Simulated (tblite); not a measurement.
**CH₆BBrSi: geometry relaxation (part 2 of 2)**

CH₆BBrSi, SMILES CB[SiH2]Br; GFN2-xTB geometry optimisation, gas phase (tblite 0.8.0). It belongs to a series of runs on one base structure; here: H on B replaced by CH3.

Geometry of the input (Å):
```
C  1.4774  0.1688  0.4046
B  0.3019  -0.6498  -0.3000
Si -1.5203  -0.0398  -0.1771
Br -1.6903  2.0174  -1.1236
H  1.5088  1.1908  -0.0198
H  1.2695  0.2394  1.4931
H  2.4406  -0.3345  0.2331
H  0.5614  -1.6451  -0.8713
H  -2.4005  -0.9774  -0.8969
H  -1.9397  0.0348  1.2353
```

Trajectory as extended XYZ, continued:
```
10
Properties=species:S:1:pos:R:3:forces:R:3 step=60 energy=-333.89854
C     1.4736    0.1570    0.3622    0.0190   0.0280   0.0170
B     0.3623   -0.7351   -0.2848    0.0180   0.0150   0.0100
Si   -1.4988   -0.1512   -0.1601   -0.0690   0.0060   0.0020
Br   -1.6196    1.9805   -0.8878    0.0020  -0.0080   0.0130
H     1.5279    1.1068   -0.1805    0.0110  -0.0410   0.0260
H     1.2275    0.4422    1.3887    0.0310  -0.0030  -0.0580
H     2.4743   -0.2713    0.3620   -0.0250   0.0130   0.0040
H     0.6593   -1.7231   -0.8438    0.0050  -0.0110  -0.0080
H    -2.5482   -0.7725   -0.9742    0.0290   0.0000   0.0090
H    -2.0493   -0.0286    1.1958   -0.0200   0.0020  -0.0160
10
Properties=species:S:1:pos:R:3:forces:R:3 step=65 energy=-333.89959
C     1.4836    0.1840    0.3247    0.0260   0.1630   0.1170
B     0.3576   -0.7394   -0.2507   -0.0360  -0.0200  -0.0490
Si   -1.5159   -0.1713   -0.1581    0.0400   0.0420   0.0490
Br   -1.5859    2.0275   -0.6724   -0.0340  -0.0610   0.0330
H     1.6425    1.0348   -0.3588   -0.0330  -0.2570   0.1520
H     1.1959    0.6528    1.2776    0.1290  -0.1070  -0.2310
H     2.4494   -0.3112    0.4579   -0.1420   0.1550  -0.0200
H     0.6511   -1.7658   -0.7456   -0.0080   0.0440   0.0220
H    -2.5299   -0.7059   -1.0705    0.0370   0.0060  -0.0340
H    -2.1393   -0.2008    1.1735    0.0220   0.0360  -0.0390
10
Properties=species:S:1:pos:R:3:forces:R:3 step=71 energy=-333.89600
C     1.4763    0.1927    0.3045    0.1060   0.3740   0.0770
B     0.3515   -0.7545   -0.2396    0.0570   0.0500   0.0690
Si   -1.5186   -0.1756   -0.1599   -0.0910   0.0250   0.0060
Br   -1.5836    2.0643   -0.5063   -0.0320  -0.1850   0.0310
H     1.7030    0.9491   -0.4755   -0.1050  -0.3470   0.2920
H     1.1715    0.7958    1.1815    0.1500  -0.2920  -0.3850
H     2.4241   -0.3065    0.5370   -0.2230   0.1530  -0.0450
H     0.6522   -1.8063   -0.6757   -0.0400   0.0850   0.0100
H    -2.4996   -0.6581   -1.1507    0.1240   0.0990   0.1160
H    -2.1680   -0.2962    1.1622    0.0540   0.0380  -0.1710
10
Properties=species:S:1:pos:R:3:forces:R:3 step=76 energy=-333.90706
C     1.4787    0.1849    0.3195    0.0040   0.0270   0.0160
B     0.3542   -0.7459   -0.2469    0.0170   0.0150   0.0350
Si   -1.5149   -0.1702   -0.1579   -0.0020  -0.0080   0.0010
Br   -1.5952    2.0395   -0.6043   -0.0210  -0.0290   0.0120
H     1.6619    0.9890   -0.4009   -0.0280  -0.0390  -0.0210
H     1.1919    0.7050    1.2353    0.0070  -0.0150  -0.0110
H     2.4374   -0.3013    0.4894   -0.0100  -0.0060  -0.0030
H     0.6514   -1.7799   -0.7189   -0.0160   0.0150  -0.0090
H    -2.5091   -0.6879   -1.1054    0.0440   0.0290   0.0150
H    -2.1475   -0.2285    1.1674    0.0050   0.0110  -0.0350
10
Properties=species:S:1:pos:R:3:forces:R:3 step=81 energy=-333.91017
C     1.4806    0.1909    0.3109    0.0060   0.0420   0.0170
B     0.3521   -0.7480   -0.2311    0.0120   0.0120   0.0270
Si   -1.5168   -0.1737   -0.1543   -0.0090  -0.0010   0.0000
Br   -1.6005    2.0483   -0.5296   -0.0140  -0.0200   0.0070
H     1.6903    0.9453   -0.4560   -0.0240  -0.0470   0.0090
H     1.1908    0.7691    1.1910    0.0170  -0.0260  -0.0380
H     2.4269   -0.3042    0.5215   -0.0120   0.0080  -0.0010
H     0.6477   -1.7886   -0.6890   -0.0130   0.0090  -0.0070
H    -2.4868   -0.6618   -1.1414    0.0330   0.0220   0.0190
H    -2.1755   -0.2726    1.1555    0.0040   0.0010  -0.0330
10
Properties=species:S:1:pos:R:3:forces:R:3 step=87 energy=-333.91457
C     1.4878    0.2009    0.2965   -0.0010   0.0760   0.0070
B     0.3470   -0.7475   -0.1964    0.0040   0.0180   0.0040
Si   -1.5223   -0.1773   -0.1435   -0.0200   0.0100  -0.0080
Br   -1.6232    2.0594   -0.4001    0.0020  -0.0060   0.0050
H     1.7417    0.8577   -0.5457   -0.0170  -0.0550   0.0640
H     1.2035    0.8776    1.1064    0.0300  -0.0570  -0.0770
H     2.4100   -0.3066    0.5751   -0.0070   0.0290   0.0010
H     0.6372   -1.7966   -0.6376   -0.0050  -0.0110   0.0040
H    -2.4359   -0.6149   -1.2052    0.0110   0.0100   0.0300
H    -2.2369   -0.3479    1.1279    0.0030  -0.0140  -0.0300
10
Properties=species:S:1:pos:R:3:forces:R:3 step=92 energy=-333.91684
C     1.5005    0.2094    0.2800   -0.0020   0.0370   0.0190
B     0.3402   -0.7409   -0.1582    0.0080   0.0200  -0.0130
Si   -1.5306   -0.1727   -0.1331    0.0030   0.0040  -0.0160
Br   -1.6713    2.0718   -0.2681    0.0210  -0.0150   0.0060
H     1.8009    0.7552   -0.6212    0.0130  -0.0050   0.0040
H     1.2317    0.9793    1.0046   -0.0050  -0.0420  -0.0250
H     2.3960   -0.3015    0.6317   -0.0180   0.0170  -0.0070
H     0.6202   -1.8026   -0.5773   -0.0090  -0.0090   0.0270
H    -2.3735   -0.5659   -1.2681   -0.0170   0.0110   0.0290
H    -2.3053   -0.4275    1.0869    0.0050  -0.0180  -0.0250
10
Properties=species:S:1:pos:R:3:forces:R:3 step=98 energy=-333.92021
C     1.5044    0.2218    0.2564   -0.0210   0.0480   0.0480
B     0.3412   -0.7417   -0.1412   -0.0170   0.0020  -0.0030
Si   -1.5279   -0.1701   -0.1415   -0.0040  -0.0060  -0.0360
Br   -1.6717    2.0770   -0.1348    0.0090  -0.0240   0.0080
H     1.8489    0.6720   -0.6800    0.0320   0.0210  -0.0170
H     1.2222    1.0596    0.8967    0.0110  -0.0500  -0.0340
H     2.3777   -0.2651    0.6893   -0.0340  -0.0050  -0.0240
H     0.6073   -1.8288   -0.4987    0.0220  -0.0080   0.0220
H    -2.3627   -0.5002   -1.3014    0.0150   0.0190  -0.0160
H    -2.3304   -0.5199    1.0328   -0.0140   0.0040   0.0510
10
Properties=species:S:1:pos:R:3:forces:R:3 step=103 energy=-333.92232
C     1.5006    0.2337    0.2349    0.0060  -0.0010  -0.0060
B     0.3383   -0.7432   -0.1398    0.0150  -0.0020   0.0180
Si   -1.5329   -0.1780   -0.1478   -0.0180   0.0020   0.0430
Br   -1.6603    2.0687   -0.0587   -0.0080  -0.0180   0.0050
H     1.8853    0.6428   -0.7064   -0.0160  -0.0100   0.0350
H     1.2115    1.0961    0.8364    0.0040  -0.0220  -0.0300
H     2.3524   -0.2507    0.7121   -0.0200   0.0110  -0.0190
H     0.6129   -1.8454   -0.4435   -0.0020   0.0150   0.0000
H    -2.3572   -0.4568   -1.3282    0.0120   0.0040   0.0000
H    -2.3418   -0.5626    1.0185    0.0280   0.0210  -0.0470
10
Properties=species:S:1:pos:R:3:forces:R:3 step=109 energy=-333.92412
C     1.5069    0.2465    0.1973    0.0310   0.0200  -0.0520
B     0.3331   -0.7418   -0.0976    0.0060  -0.0110  -0.0170
Si   -1.5359   -0.1746   -0.1370   -0.0300  -0.0170  -0.0130
Br   -1.6919    2.0546    0.1247   -0.0050  -0.0060   0.0020
H     1.9512    0.5189   -0.7686   -0.0320  -0.0290   0.0770
H     1.2224    1.1851    0.6735    0.0210  -0.0330  -0.0020
H     2.3186   -0.2040    0.7692   -0.0140   0.0330  -0.0180
H     0.6001   -1.8614   -0.3401   -0.0040   0.0200   0.0130
H    -2.2861   -0.3650   -1.3844    0.0150   0.0100   0.0150
H    -2.4095   -0.6538    0.9406    0.0090   0.0120  -0.0050
10
Properties=species:S:1:pos:R:3:forces:R:3 step=114 energy=-333.92455
C     1.5092    0.2490    0.1871    0.0010  -0.0010   0.0070
B     0.3317   -0.7400   -0.0898    0.0000  -0.0010   0.0030
Si   -1.5382   -0.1748   -0.1380    0.0040   0.0080   0.0020
Br   -1.7062    2.0481    0.1683    0.0010  -0.0030   0.0020
H     1.9665    0.4854   -0.7788   -0.0020   0.0070  -0.0010
H     1.2289    1.2017    0.6350    0.0020  -0.0030  -0.0060
H     2.3114   -0.1882    0.7810    0.0000   0.0000  -0.0030
H     0.5964   -1.8639   -0.3091    0.0000  -0.0030   0.0010
H    -2.2689   -0.3382   -1.3988   -0.0040  -0.0020  -0.0050
H    -2.4219   -0.6743    0.9207   -0.0020  -0.0010   0.0000
```

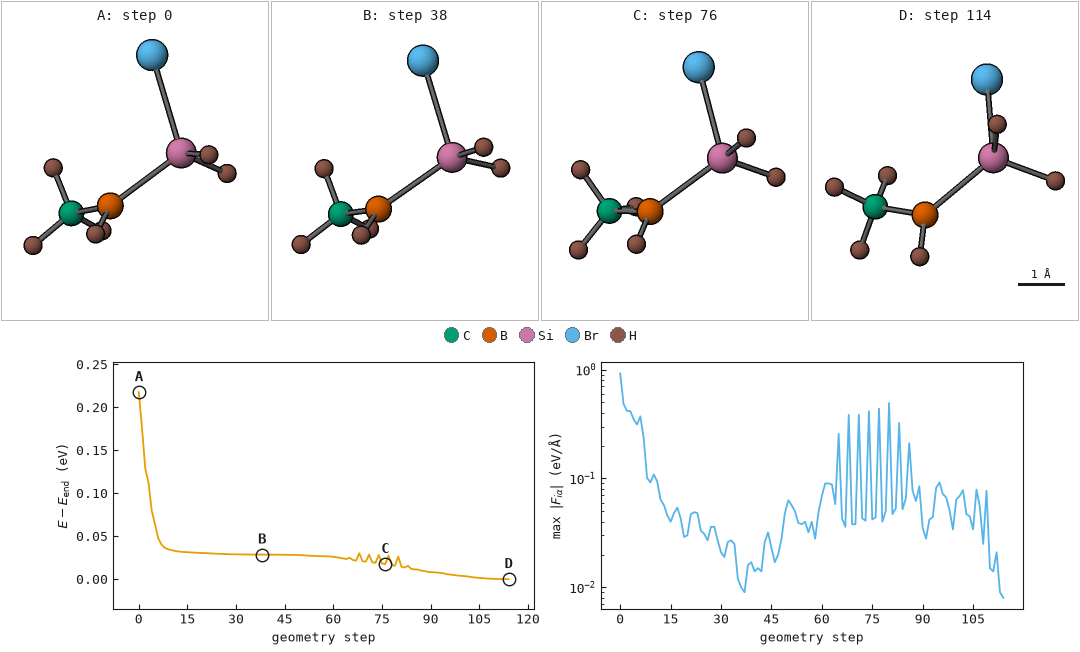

Figure 1. Frames of the relaxation (ball-and-stick view, seen at a tilt) above the curves, on which the letters mark them (steps are counted from 0).

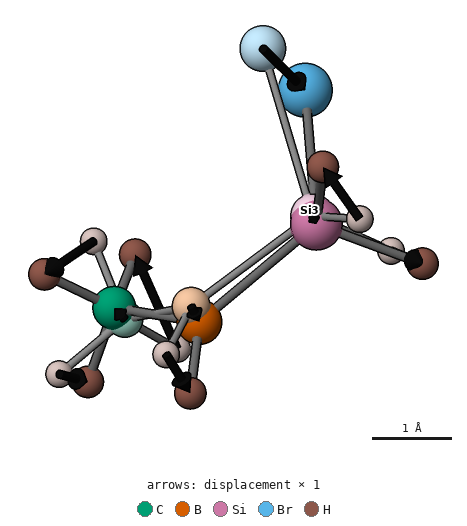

Figure 2. Start (faint) and end (solid) with the displacements as black arrows, at true length (ball-and-stick view, seen at a tilt). The two geometries are laid on each other by the best rigid fit. The largest move after the best rigid fit is that of H6, 1.32 Å. Largest moves by element: H 1.32 Å, Br 1.20 Å, B 0.26 Å, C 0.22 Å, Si 0.13 Å. Distances before and after: C1–B2 1.596 → 1.562 Å, B2–Si3 1.926 → 1.954 Å, Si3–Br4 2.271 → 2.250 Å, C1–H5 1.107 → 1.095 Å. Among the angles that change: B2–Si3–H9 109.4° → 117.8°, Br4–Si3–H9 109.2° → 100.9°, B2–Si3–H10 110.3° → 117.4°. The energy falls by 0.218 eV in 114 geometry steps. Largest force component: 0.92 eV/Å at the start, 0.008 eV/Å at the end. (Atoms are counted from 1 in the order of the input.)
